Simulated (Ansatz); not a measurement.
**GaH3S (SMILES [SH][GaH2]) at B3LYP/6-31G(d) (spherical functions)**

What is the electronic atomisation energy of GaH3S at B3LYP/6-31G* (spherical functions)? 

The results are computed with Ansatz 0.2.0.

7 further runs of the same task are left out: 7 set aside as unsound or not needed.

## 1. The structure to begin with

GaH3S: 5 atoms, total charge 0, spin state singlet. SMILES: `[SH][GaH2]`. The shape is that of a PBE0-D4/def2-TZVP optimisation.

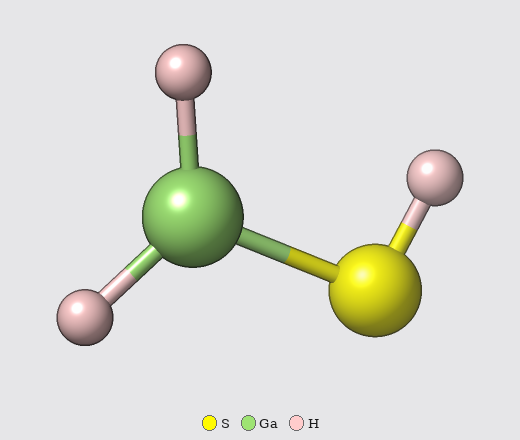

The structure, seen from a chosen angle (sulfur yellow, gallium green, hydrogen pink).

## 2. The energy at B3LYP/6-31G(d) (spherical functions)

File job.yaml:

```yaml
crystal:
  periodic: [false, false, false]
  atoms:
    - {symbol: S, position_ang: [0.039000, -1.453300, 0.684400]}
    - {symbol: Ga, position_ang: [-0.329300, 0.433200, -0.383400]}
    - {symbol: H, position_ang: [1.263800, -1.108400, 1.113300]}
    - {symbol: H, position_ang: [-1.711200, 0.532500, -1.097900]}
    - {symbol: H, position_ang: [0.787500, 1.522400, -0.357800]}
basis:
  gaussian:
    orbitals: 6-31Gs-spherical.json
hamiltonian:
  xc: {name: B3LYP}
accuracy: high
output: {orbitals: {seedname: orbitals}}
```

The basis set 6-31G* is read from a file made from the Basis Set Exchange's data (not shown).

On the command line:

```sh
$ ansatz run job.yaml --threads 1 --pin off --max-ram 2610MiB --events-out events.jsonl --progress --plain --runs-dir runs
```

Output:

```text
Warning: RAYON_NUM_THREADS=1 ignored (pool sized by the plan → 1); use --threads N
Functional definition: B3LYP
  name "B3LYP"
  parameter a0 = 0.2
  parameter ax = 0.72
  parameter ac = 0.81
  exchange = (1 - a0 - ax)*slater_x + ax*b88_x + a0*exact_x
  correlation = (1 - ac)*vwn_rpa_c + ac*lyp_c
1122 factors; integrals over basis functions are off by at most 3.9e-9 eV
mean field evaluation 1: about -63255.2498 eV, gradient 2.5e1 eV
mean field evaluation 2: about -63254.2936 eV, gradient 3.4e1 eV
mean field evaluation 4: about -63256.4354 eV, gradient 5.7e-1 eV
mean field evaluation 8: about -63256.4989 eV, gradient 5.2e-2 eV
mean field evaluation 16: about -63256.4989 eV, gradient 2.7e-6 eV
mean field -63256.49887112 eV, -2324.6334567187 hartree, gradient 3.0e-8 eV, S^2 0.000000; 0 other end points of the search recorded, 0 dependent functions left out
reference -63256.49890866 eV, -2324.6334580982 hartree; 25, 25 occupied and 31, 31 virtual orbitals, 1122 factors
Total energy: -63256.49890866 eV, -2324.6334580982 hartree
```

It took 3.3 s on 1 thread of Intel Xeon Platinum 8488C (Sapphire Rapids), shared host; peak memory 0.18 GiB.

## 3. The Ga atom, same level

File in.yaml:

```yaml
crystal:
  periodic: [false, false, false]
  atoms:
    - {symbol: Ga, position_ang: [0.000000, 0.000000, 0.000000]}
basis:
  gaussian:
    orbitals: 6-31Gs-spherical.json
hamiltonian:
  xc: {name: B3LYP}
accuracy: high
magnetization:
  spin_polarized: true
  initial_magnetization: 1
```

The basis set 6-31G* is read from a file made from the Basis Set Exchange's data (not shown).

On the command line:

```sh
$ ansatz run in.yaml --threads 1 --pin off --max-ram 2610MiB --events-out events.jsonl --progress --plain --runs-dir runs
```

Output (excerpt; [...] marks lines left out):

```text
Warning: RAYON_NUM_THREADS=1 ignored (pool sized by the plan → 1); use --threads N
[... 7 set-up lines as earlier in the session ...]
306 factors; integrals over basis functions are off by at most 3.0e-9 eV
mean field evaluation 1: about -52370.5861 eV, gradient 7.8e0 eV
mean field evaluation 2: about -52370.5613 eV, gradient 9.2e0 eV
mean field evaluation 4: about -52370.6926 eV, gradient 4.1e-1 eV
mean field evaluation 8: about -52370.6913 eV, gradient 5.8e-3 eV
mean field evaluation 16: about -52370.6913 eV, gradient 2.2e-8 eV
mean field evaluation 32: about -52370.6913 eV, gradient 1.7e-4 eV
mean field -52370.69127875 eV, -1924.5874063644 hartree, gradient 5.7e-8 eV, S^2 0.751724; 3 other end points of the search recorded, 0 dependent functions left out
reference -52370.69130121 eV, -1924.5874071898 hartree; 16, 15 occupied and 16, 17 virtual orbitals, 306 factors
Total energy: -52370.69130121 eV, -1924.5874071898 hartree
```

It took 3 s on 1 thread of Intel Xeon Platinum 8488C (Sapphire Rapids), shared host; peak memory 0.12 GiB.

## 4. The H atom at the same level

File input.yaml:

```yaml
crystal:
  periodic: [false, false, false]
  atoms:
    - {symbol: H, position_ang: [0.000000, 0.000000, 0.000000]}
basis:
  gaussian:
    orbitals: "6-31G*"
accuracy: high
hamiltonian:
  xc: {name: B3LYP}
magnetization:
  spin_polarized: true
  initial_magnetization: 1
```

On the command line:

```sh
$ ansatz run input.yaml --threads 1 --pin off --max-ram 2610MiB --events-out events.jsonl --progress --plain --runs-dir runs
```

Output (excerpt; [...] marks lines left out):

```text
Warning: RAYON_NUM_THREADS=1 ignored (pool sized by the plan → 1); use --threads N
[... 7 set-up lines as earlier in the session ...]
3 factors; integrals over basis functions are off by at most 5.4e-10 eV
mean field evaluation 1: about -13.6135 eV, gradient 2.1e-1 eV
mean field evaluation 2: about -13.6127 eV, gradient 2.0e-1 eV
mean field evaluation 4: about -13.6131 eV, gradient 4.2e-7 eV
mean field evaluation 8: about -13.6131 eV, gradient 8.0e-10 eV
mean field -13.61309805 eV, -0.5002721262 hartree, gradient 8.6e-9 eV, S^2 0.750000; 0 other end points of the search recorded, 0 dependent functions left out
reference -13.61311596 eV, -0.5002727842 hartree; 1, 0 occupied and 1, 2 virtual orbitals, 3 factors
Total energy: -13.61311596 eV, -0.5002727842 hartree
```

It took 0.12 s on 1 thread of Intel Xeon Platinum 8488C (Sapphire Rapids), shared host.

## 5. The S atom

File molecule.yaml:

```yaml
crystal:
  periodic: [false, false, false]
  atoms:
    - {symbol: S, position_ang: [0.000000, 0.000000, 0.000000]}
basis:
  gaussian: {orbitals: 6-31Gs-spherical.json}
magnetization: {spin_polarized: true, initial_magnetization: 2}
hamiltonian: {xc: {name: B3LYP}}
accuracy: high
```

The basis set 6-31G* is read from a file made from the Basis Set Exchange's data (not shown).

Run the same way, it converges to -398.10192 Eh (log not shown).

## 6. What came out

Level: B3LYP/6-31G* (spherical functions).

| quantity | value |
| --- | --- |
| molecule: total energy | -2324.63346 Eh |
| molecule: HOMO energy | -7.40 eV |
| molecule: LUMO energy | -1.74 eV |
| molecule: HOMO–LUMO gap | 5.66 eV |
| Ga atom: total energy | -1924.58741 Eh |
| Ga atom: ⟨S²⟩ | 0.752 |
| H atom: total energy | -0.50027 Eh |
| H atom: ⟨S²⟩ | 0.750 |
| S atom: total energy | -398.10192 Eh |
| S atom: ⟨S²⟩ | 2.002 |
| electronic atomisation energy | 12.063 eV |

**Reading.** Taking the molecule apart into free atoms costs 12.06 eV (278 kcal/mol), before zero-point energy and without spin-orbit coupling.
